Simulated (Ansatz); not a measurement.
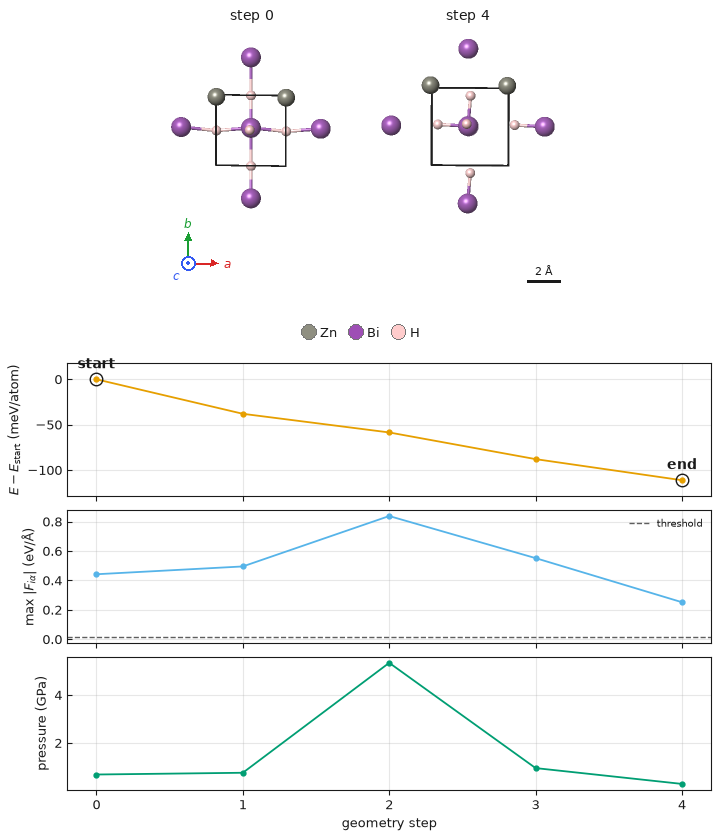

First and last geometry of a relaxation of crystalline ZnBiH3 (built on the cubic perovskite type) (coarse preliminary run), with the history of the run. The picture is a ball-and-stick view of the cell of the calculation, reduced to other axes, seen along the c axis. Lengths and directions refer to the drawn axes.

These are results of Ansatz, DFT PBE, scalar-relativistic, plane waves, PAW, not measurements.

Input
```yaml
crystal:
  lattice:
    - [4.3093569887, 0.0194948374, -0.0389250728]
    - [0.0194948374, 4.2770949967, 0.0264832267]
    - [-0.0389250728, 0.0264832267, 4.2333833656]
  atoms:
    - { symbol: Zn, position: [0.9872930673, 0.0289059996, 0.0060394112] }
    - { symbol: Bi, position: [0.5164627491, 0.4637693929, 0.5010805752] }
    - { symbol: H, position: [1.024726604, 0.4953819579, 0.4831017049] }
    - { symbol: H, position: [0.4857673245, 0.0044119594, 0.5021349124] }
    - { symbol: H, position: [0.4857502551, 0.5075306903, 0.0076433962] }
basis:
  ecutwfc: 420
kpoints:
  mp_grid: { grid: [6, 6, 6] }
hamiltonian:
  xc: pbe
scf:
  occupations: { method: gaussian, width: 0.1 }
output:
  forces: true
  stress: true
  eigenvalues: true
relax:
  adjacent_minimum: "off"
  f_tol: 0.015
  max_steps: 120
  cell: { stress_tol: 0.15 }
```

Command:
```bash
ansatz run input.yaml --threads 1 --pin off --max-ram 2560MiB --backend cpu --events-out ev --progress --plain --runs-dir out
```

Question: What do the curves and the structures tell?

Answer: The run was cut off at its time limit before the relaxation converged, so the last structure is only a point on the way. H4 moves most relative to the cell: 0.45 Å roughly along −b. Largest moves by element: H 0.45 Å, Zn 0.30 Å, Bi 0.28 Å. The volume changes by +30.1 %, with a 4.234 → 4.658 Å (+10.0 %), b 4.277 → 4.693 Å (+9.7 %), c 4.310 → 4.645 Å (+7.8 %), α 90.5° → 90.1°, β 91.0° → 92.1°, γ 90.7° → 90.2°. Near-neighbour distances that change, for instance: Bi2–H5 2.161 → 2.834 Å, Bi2–H3 2.198 → 2.788 Å, Bi2–H4 2.315 → 2.858 Å, Bi2–H5 (another image) 2.097 → 1.828 Å. Bonds break, among them: Bi2–H5 (2.16 → 2.83 Å). Bond angles that change, for instance: H3–Bi2–H5 85.1° → 89.5°, H4–Bi2–H5 94.3° → 91.7°. The space group stays P1 (No. 1). Over 4 geometry steps the energy falls by 111 meV per atom. The largest force component goes from 0.44 to 0.25 eV/Å. The pressure goes from 0.69 to 0.29 GPa. Cost: 2.1 min on 1 thread of Arm Neoverse V1, with other jobs on the host, peak memory 0.48 GiB.

| step | E − E(0), meV/atom | largest force component, eV/Å | pressure, GPa | volume, Å³/atom |
| --- | --- | --- | --- | --- |
| 0 | 0.00 | 0.4425 | 0.69 | 15.603 |
| 1 | -37.96 | 0.4955 | 0.76 | 16.052 |
| 2 | -58.50 | 0.8383 | 5.34 | 16.506 |
| 3 | -87.87 | 0.5521 | 0.95 | 18.170 |
| 4 | -111.10 | 0.2523 | 0.29 | 20.297 |
